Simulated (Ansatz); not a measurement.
**H₃OSi₂ (SMILES [SiH]O[SiH2]) (doublet): density, localisation and related maps**

```xyz
6

O    -0.6659   -0.1569   -0.7851
Si   -2.1846   -0.7274   -0.3610
Si    0.9412   -0.1089   -0.3153
H     1.0642   -0.3760    1.1558
H     1.5042    1.2273   -0.6771
H    -1.7885   -1.3560    1.0084
```

Geometry: r2SCAN-D4/def2-SVP.

Level of theory: Ansatz, isolated molecule in a Gaussian basis; Kohn-Sham density functional theory, functional PBE0.

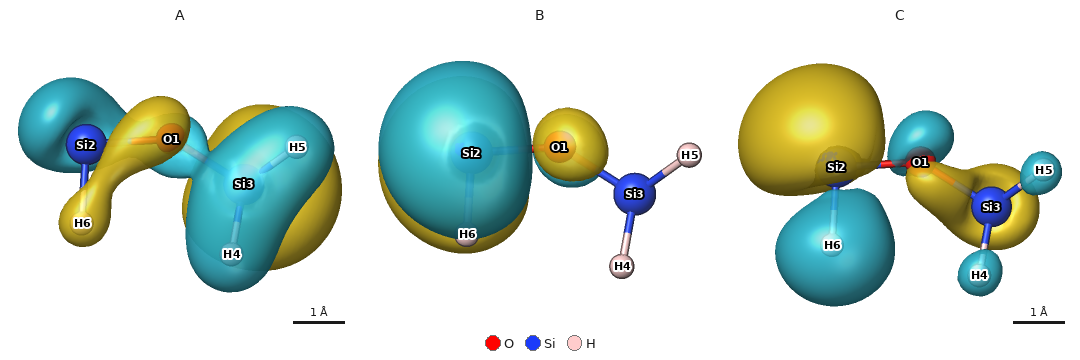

Figure 1. Three frontier orbitals at ±0.08 Å⁻³ᐟ² (yellow and cyan are the two phases), in no order.

### Which picture is the HOMO−1, the HOMO and the LUMO? All are α orbitals.

C is the HOMO−1 (α) (−6.73 eV). By Hirshfeld shares it lies mainly on Si2 (about 65 %), H6 (about 20 %), O1 (about 5 %) and Si3 (about 5 %). A is the HOMO (α) (−6.22 eV). By Hirshfeld shares it lies mainly on Si3 (about 70 %), Si2 (about 10 %), O1 (about 10 %), H5 (about 5 %) and H4 (about 5 %). B is the LUMO (α) (−2.38 eV). It lies mainly on Si2 (about 80 %) and O1 (about 10 %).

### What is the gap between the highest occupied and lowest empty α orbitals?

3.84 eV between the orbital energies.

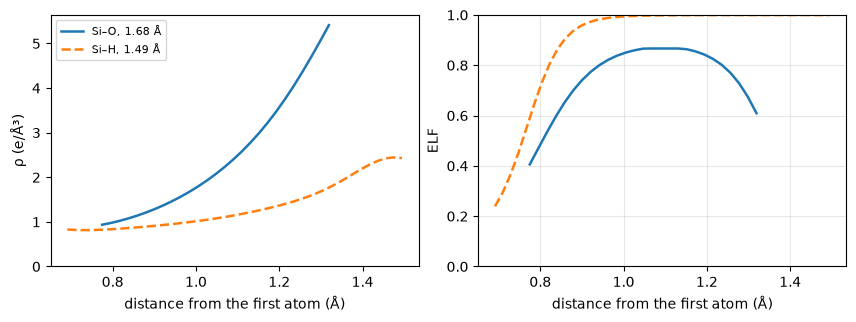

Figure 2. Total electron density and electron localisation function along straight lines between neighbouring atoms. The curves leave out the atomic cores.

### Compare the contacts.

Si–O (1.68 Å): ρ at the midpoint is about 1.1 e/Å³; the ELF peaks at about 0.85 between the atoms, as expected for a shared but strongly polarised pair.
Si–H (1.49 Å): ρ at the midpoint is about 0.82 e/Å³; the ELF climbs to about 1 towards the hydrogen, as it does in any bond to H.

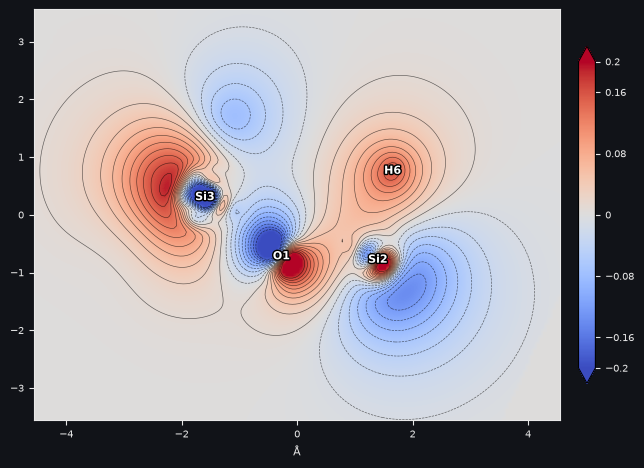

Figure 3. One frontier orbital on the plane of atoms Si2, O1 and Si3 (values in Å⁻³ᐟ²; the overall sign is arbitrary).

### Which orbital is it: HOMO (α) or LUMO (α)?

The HOMO (α), at −6.22 eV. Its weight (Hirshfeld) is mainly on Si3 (about 70 %), Si2 (about 10 %), O1 (about 10 %), H5 (about 5 %) and H4 (about 5 %).
